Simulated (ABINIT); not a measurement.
## Quasiparticle gap of SiC (P6_3mc) in ABINIT

How does a plane-wave GW calculation on SiC (P6_3mc) run from the first input to the gap?

Main program and level: ABINIT 10.8.3; PBE and many-body steps on it, plane waves.

**What was measured.**

- Gap 3.33 eV: band gap at cryogenic temperature; bulk crystal (literature value) (quoted in “Silicon carbide diodes for neutron detection”, 2020, arxiv:2009.14696).

This is a report of a sequence of runs, with most program output left out.

### Step 1. The starting structure

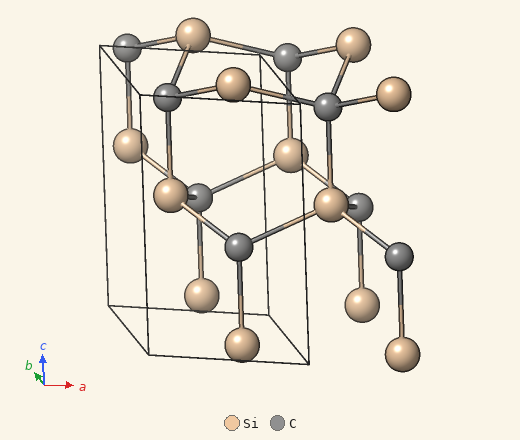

The cell as given, from a free direction (silicon light orange, carbon grey). 2×2×1 cells are drawn. Some periodic images of atoms are drawn too.

The cell and positions are those that the Materials Project relaxed with its own functionals (PBE, PBE+U or r2SCAN), kept fixed.

### Step 2. Ground state

This step: ABINIT 10.8.3; DFT, PBE, plane waves, norm-conserving pseudopotentials.

The ground-state density comes first.

Input file run.abi:

```
acell 3*1.0 Angstrom
rprim 
  3.073513928196 0.000000000001 0.000000000000
  -1.536756964099 2.661741140703 0.000000000000
  0.000000000000 0.000000000000 5.045247710000
ntypat 2
znucl 14 6
natom 4
typat 1 1 2 2
xred 
  0.333333333333 0.666666666667 0.499602400000
  0.666666666667 0.333333333333 0.999602400000
  0.333333333333 0.666666666667 0.875397600000
  0.666666666667 0.333333333333 0.375397600000
pp_dirpath "pseudos"
pseudos "Si.upf, C.upf"
ecut 37
ngkpt 6 6 4
nshiftk 1
shiftk 0 0 0
kptopt 1
chksymbreak 0
nband 14
occopt 1
tolvrs 1e-10
nstep 60
prtwf 0
optforces 0
optstress 0
indata_prefix "in"
outdata_prefix "out"
tmpdata_prefix "tmp"
```

The run is started by

```
$ OMP_NUM_THREADS=1 mpirun -n 8 abinit run.abi > log
```

It took 5.2 s on 8 MPI ranks of Arm Neoverse V1, shared host; peak memory 0.53 GiB; 41 s of CPU time.

Numbers from this step:

| Item | Value |
| --- | --- |
| total energy | -558.8875 eV |
| gap | 2.275 eV |
| k of the valence top | 0, 0, 0 |
| k of the conduction bottom | 0.3333, 0.3333, 0 |
| least direct gap | 3.985 eV |

The gap is indirect, with the least direct gap 1.71 eV higher.

### Step 3. Bands along the symmetry lines

Levels along a band path, at the cheap level, show where the edges lie and whether the meshes to come will hold them.

Input file run.abi:

```
acell 3*1.0 Angstrom
rprim 
  3.073513928196 0.000000000001 0.000000000000
  -1.536756964099 2.661741140703 0.000000000000
  0.000000000000 0.000000000000 5.045247710000
ntypat 2
znucl 14 6
natom 4
typat 1 1 2 2
xred 
  0.333333333333 0.666666666667 0.499602400000
  0.666666666667 0.333333333333 0.999602400000
  0.333333333333 0.666666666667 0.875397600000
  0.666666666667 0.333333333333 0.375397600000
pp_dirpath "pseudos"
pseudos "Si.upf, C.upf"
ecut 37
iscf -2
irdden 1
kptopt 0
nkpt 75
kpt 
  0.00000000 0.00000000 0.00000000
  0.06250000 0.00000000 0.00000000
  0.12500000 0.00000000 0.00000000
  0.18750000 0.00000000 0.00000000
  0.25000000 0.00000000 0.00000000
  0.31250000 0.00000000 0.00000000
  0.37500000 0.00000000 0.00000000
  0.43750000 0.00000000 0.00000000
  0.50000000 0.00000000 0.00000000
  0.47916667 0.04166667 0.00000000
  0.45833333 0.08333333 0.00000000
  0.43750000 0.12500000 0.00000000
  0.41666666 0.16666666 0.00000000
  0.39583333 0.20833333 0.00000000
  0.37500000 0.25000000 0.00000000
  0.35416666 0.29166666 0.00000000
  0.33333333 0.33333333 0.00000000
  0.29166666 0.29166666 0.00000000
  0.25000000 0.25000000 0.00000000
  0.20833333 0.20833333 0.00000000
  0.16666666 0.16666666 0.00000000
  0.12500000 0.12500000 0.00000000
  0.08333333 0.08333333 0.00000000
  0.04166667 0.04166667 0.00000000
  0.00000000 0.00000000 0.00000000
  0.00000000 0.00000000 0.06250000
  0.00000000 0.00000000 0.12500000
  0.00000000 0.00000000 0.18750000
  0.00000000 0.00000000 0.25000000
  0.00000000 0.00000000 0.31250000
  0.00000000 0.00000000 0.37500000
  0.00000000 0.00000000 0.43750000
  0.00000000 0.00000000 0.50000000
  0.06250000 0.00000000 0.50000000
  0.12500000 0.00000000 0.50000000
  0.18750000 0.00000000 0.50000000
  0.25000000 0.00000000 0.50000000
  0.31250000 0.00000000 0.50000000
  0.37500000 0.00000000 0.50000000
  0.43750000 0.00000000 0.50000000
  0.50000000 0.00000000 0.50000000
  0.47916667 0.04166667 0.50000000
  0.45833333 0.08333333 0.50000000
  0.43750000 0.12500000 0.50000000
  0.41666666 0.16666666 0.50000000
  0.39583333 0.20833333 0.50000000
  0.37500000 0.25000000 0.50000000
  0.35416666 0.29166666 0.50000000
  0.33333333 0.33333333 0.50000000
  0.29166666 0.29166666 0.50000000
  0.25000000 0.25000000 0.50000000
  0.20833333 0.20833333 0.50000000
  0.16666666 0.16666666 0.50000000
  0.12500000 0.12500000 0.50000000
  0.08333333 0.08333333 0.50000000
  0.04166667 0.04166667 0.50000000
  0.00000000 0.00000000 0.50000000
  0.50000000 0.00000000 0.50000000
  0.50000000 0.00000000 0.43750000
  0.50000000 0.00000000 0.37500000
  0.50000000 0.00000000 0.31250000
  0.50000000 0.00000000 0.25000000
  0.50000000 0.00000000 0.18750000
  0.50000000 0.00000000 0.12500000
  0.50000000 0.00000000 0.06250000
  0.50000000 -0.00000000 0.00000000
  0.33333333 0.33333333 0.50000000
  0.33333333 0.33333333 0.43750000
  0.33333333 0.33333333 0.37500000
  0.33333333 0.33333333 0.31250000
  0.33333333 0.33333333 0.25000000
  0.33333333 0.33333333 0.18750000
  0.33333333 0.33333333 0.12500000
  0.33333333 0.33333333 0.06250000
  0.33333333 0.33333333 0.00000000
istwfk *1
nband 15
nbdbuf 2
tolwfr 1e-08
nstep 40
prtwf 0
prtvol 0
indata_prefix "in"
outdata_prefix "out"
tmpdata_prefix "tmp"
```

The job ended after 8.1 s (8 MPI ranks; peak memory 0.51 GiB; 64 s of CPU time).

Numbers from this step:

```
gap                        : 2.275 eV
k of the valence top       : 0, 0, 0
k of the conduction bottom : 0.3333, 0.3333, 0
least direct gap           : 3.985 eV
```

The gap is 2.275 eV, as in the run before at this level.

Electronic bands along the path, in eV, zero at the top of the highest filled band; v1 is the highest filled band, c1 the lowest empty one:

| point | v4 | v3 | v2 | v1 | c1 | c2 | c3 | c4 |
| --- | --- | --- | --- | --- | --- | --- | --- | --- |
| Γ | -1.32 | -0.11 | 0.00 | 0.00 | 4.82 | 6.22 | 6.68 | 6.68 |
| M | -5.45 | -3.33 | -3.30 | -1.20 | 2.79 | 4.23 | 6.90 | 7.14 |
| K | -6.27 | -4.05 | -4.05 | -3.84 | 2.28 | 8.18 | 8.87 | 8.87 |
| Γ | -1.32 | -0.11 | 0.00 | 0.00 | 4.82 | 6.22 | 6.68 | 6.68 |
| A | -0.71 | -0.71 | -0.71 | -0.71 | 5.91 | 5.91 | 7.37 | 7.37 |
| L | -2.45 | -2.45 | -2.34 | -2.34 | 3.29 | 3.29 | 5.27 | 5.27 |
| H | -5.66 | -5.66 | -1.74 | -1.74 | 5.08 | 5.08 | 6.02 | 6.02 |
| A | -0.71 | -0.71 | -0.71 | -0.71 | 5.91 | 5.91 | 7.37 | 7.37 |
| jump to L | -2.45 | -2.45 | -2.34 | -2.34 | 3.29 | 3.29 | 5.27 | 5.27 |
| M | -5.45 | -3.33 | -3.30 | -1.20 | 2.79 | 4.23 | 6.90 | 7.14 |
| jump to H | -5.66 | -5.66 | -1.74 | -1.74 | 5.08 | 5.08 | 6.02 | 6.02 |
| K | -6.27 | -4.05 | -4.05 | -3.84 | 2.28 | 8.18 | 8.87 | 8.87 |

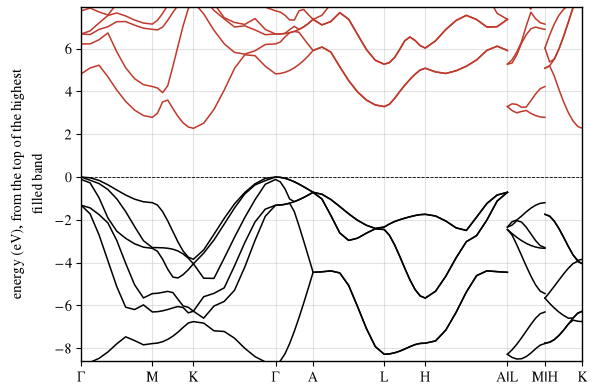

Electronic bands along the path; lines of filled and empty bands in two colours.

### Step 4. Empty states on the mesh, 6×6×4 mesh, 167 bands

The sums over transitions need many empty states on a uniform mesh; this step solves for them.

Input file run.abi:

```
acell 3*1.0 Angstrom
rprim 
  3.073513928196 0.000000000001 0.000000000000
  -1.536756964099 2.661741140703 0.000000000000
  0.000000000000 0.000000000000 5.045247710000
ntypat 2
znucl 14 6
natom 4
typat 1 1 2 2
xred 
  0.333333333333 0.666666666667 0.499602400000
  0.666666666667 0.333333333333 0.999602400000
  0.333333333333 0.666666666667 0.875397600000
  0.666666666667 0.333333333333 0.375397600000
pp_dirpath "pseudos"
pseudos "Si.upf, C.upf"
ecut 37
ngkpt 6 6 4
nshiftk 1
shiftk 0 0 0
kptopt 1
chksymbreak 0
irdden 1
istwfk *1
nband 167
prtvol 0
optdriver 6
gwr_task "HDIAGO"
paral_kgb 0
occopt 1
indata_prefix "in"
outdata_prefix "out"
tmpdata_prefix "tmp"
```

The job ended after 65 s (8 MPI ranks; peak memory 4.3 GiB).

This step gave:

| Quantity | Value |
| --- | --- |
| gap | 2.275 eV |
| k of the valence top | 0, 0, 0 |
| k of the conduction bottom | 0.3333, 0.3333, 0 |
| least direct gap | 3.985 eV |
| k points computed | 21 |
| lowest point of the top converged band, above the valence top | 121.3569 eV |

On this mesh the gap is 2.275 eV.

### Step 5. Screening, 6×6×4 mesh, 159 bands, screening to 195.9 eV

The RPA dielectric matrix is built and inverted for each q.

This step: RPA screening on PBE, plane waves, norm-conserving pseudopotentials.

run.abi: that of step 4 with these lines changed.

```diff
@@ -22,10 +22,11 @@
 chksymbreak 0
-irdden 1
 istwfk *1
-nband 167
-prtvol 0
-optdriver 6
-gwr_task "HDIAGO"
-paral_kgb 0
 occopt 1
+irdwfk 1
+optdriver 3
+nband 159
+ecuteps 7.2
+inclvkb 2
+awtr 1
+symchi 1
 indata_prefix "in"
```

Wall time 91 s (8 MPI ranks); peak memory 2.1 GiB.

Numbers from this step:

```
ε∞ with local fields, on this mesh, along the program's q direction : 6.855
the same without local fields                                       : 7.508
plasma frequency                                                    : 23.12 eV
plane waves in the screening matrix                                 : 251
```

Local fields lower ε∞ by 9 %.

### Step 6. Self-energy, 6×6×4 mesh, 159 bands, screening to 195.9 eV

The self-energy is evaluated for the states that the input lists, and the levels follow from it, in one-shot runs by the linearised quasiparticle equation.

This step: G0W0 on PBE, plane waves, norm-conserving pseudopotentials.

run.abi: that of step 5 with these lines changed.

```diff
@@ -25,8 +25,19 @@
 irdwfk 1
-optdriver 3
+optdriver 4
 nband 159
+gwcalctyp 0
+ecutsigx 37
+symsigma 1
+nkptgw 3
+kptgw 
+  0.0000000000 0.0000000000 0.0000000000
+  0.3333333333 0.3333333333 0.0000000000
+  0.5000000000 0.0000000000 0.0000000000
+bdgw 
+  7 10
+  6 10
+  7 10
 ecuteps 7.2
-inclvkb 2
-awtr 1
-symchi 1
+irdscr 1
+ppmodel 1
 indata_prefix "in"
```

Run time: 26 s. Hardware: 8 MPI ranks; peak memory 2.2 GiB; 3.5 min of CPU time.

Numbers from this step:

| Item | Value |
| --- | --- |
| G0W0 gap on the points computed | 2.956 eV |
| starting gap on the mesh | 2.275 eV |
| k of the valence top | 0, 0, 0 |
| k of the conduction bottom | 0.3333, 0.3333, 0 |
| Z at the valence top | 0.793 |
| Z at the conduction bottom | 0.824 |
| least direct G0W0 gap on the computed points | 4.883 eV |

The gap on the mesh goes from 2.28 eV to 2.96 eV, a correction of +0.68 eV.

Limits: finite bands, cutoff and mesh. v1 is the top filled band, c1 the lowest empty one. Levels before and after the correction, in eV, zero at the valence-band top of each column:

|  | conduction bottom | valence top |
| --- | --- | --- |
| Kohn-Sham | 2.28 | 0.00 |
| G0W0 | 2.96 | 0.00 |

|  | level | energy (eV) |
| --- | --- | --- |
| Kohn-Sham | Γ v2-v1 | 0.000 |
| Kohn-Sham | Γ c1 | 4.820 |
| Kohn-Sham | Γ c2 | 6.220 |
| Kohn-Sham | (0.333 0.333 0) v3-v2 | -4.053 |
| Kohn-Sham | (0.333 0.333 0) v1 | -3.842 |
| Kohn-Sham | (0.333 0.333 0) c1 | 2.275 |
| Kohn-Sham | (0.333 0.333 0) c2 | 8.182 |
| G0W0 | Γ v2-v1 | 0.000 |
| G0W0 | Γ c1 | 5.696 |
| G0W0 | Γ c2 | 7.072 |
| G0W0 | (0.333 0.333 0) v3-v2 | -4.417 |
| G0W0 | (0.333 0.333 0) v1 | -4.212 |
| G0W0 | (0.333 0.333 0) c1 | 2.956 |
| G0W0 | (0.333 0.333 0) c2 | 9.265 |

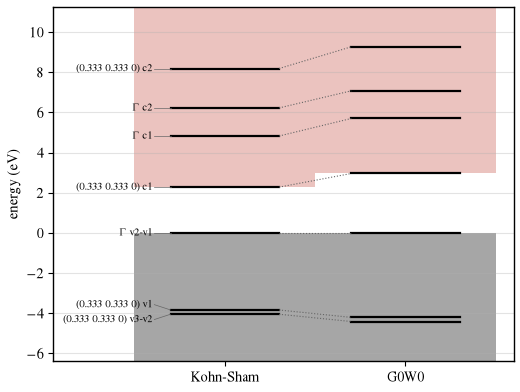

Levels before and after the correction. Shaded: valence and conduction bands.

### Step 7. Where the time went

Times are wall times on 8 MPI ranks of Arm Neoverse V1, shared host, good to a factor of about two.

| step | time | share | memory (GiB) |
| --- | --- | --- | --- |
| ground state | 5.2 s | 3 % | 0.53 |
| bands along the symmetry lines | 8.1 s | 4 % | 0.51 |
| empty states on the mesh | 65 s | 33 % | 4.3 |
| screening | 91 s | 46 % | 2.1 |
| self-energy | 26 s | 13 % | 2.2 |

### Step 8. Results

| Property | Result |
| --- | --- |
| PBE gap | 2.28 eV, indirect |
| G0W0 gap on the mesh | 2.96 eV |
| GW settings | 6×6×4 mesh, 159 bands, screening to 195.9 eV, Godby-Needs plasmon pole |
| known limits | not at the basis limit |

What this shows: G0W0 moves the gap on the mesh from 2.28 eV to 2.96 eV (+0.68 eV), with Z of 0.79 and 0.82 at the edges. Local fields lower the RPA ε∞ on this mesh from 7.51 to 6.86. Only 3 of the mesh's irreducible points were corrected, so a valley elsewhere could overtake. Against experiment, by G0W0@PBE: the gap of 2.96 eV lies −0.37 eV from the measured 3.33 eV (kind not stated, quoted 2020). The calculation has static nuclei and no excitons; a measured gap holds zero-point and thermal motion, which mostly lowers it. Bands and cutoff are finite, so the gap is not at the basis limit. The miss can reach some tenths of an eV and take either sign; the mesh is an error of its own. In the G0W0 run levels were corrected at 3 k points alone, so a gap called «on the mesh» is the least over those, and an edge elsewhere would be missed.

[Paths, hosts, dates, memory and timing lines, banners, echoed tables and standing remarks are left out of the program output.]

[Logs are printed without paths, hosts, clocks, repeated set-up lines and the standing remarks that a program may print on its own settings, such as how far it seeks lower states.]

[Runs of the session that timed out or met a known fault of the program may be left out.]

[No measured gap is set beside runs whose start may be inverted or whose files or cutoffs have a known fault.]

[Hosts, paths, dates, database ids (printed as entryN), source tags and the programs' standing remarks are cut or masked in the printed files.]

[G0W0 gaps are taken among the corrected bands and points alone; a level outside them can change the order at an edge.]

[Where Ansatz stands beside ABINIT at settings called matched, ABINIT's density can come from a denser mesh and the files from another edition; pairs whose starting gaps differed by over 0.03 eV were left out, so agreement reads better than it is.]
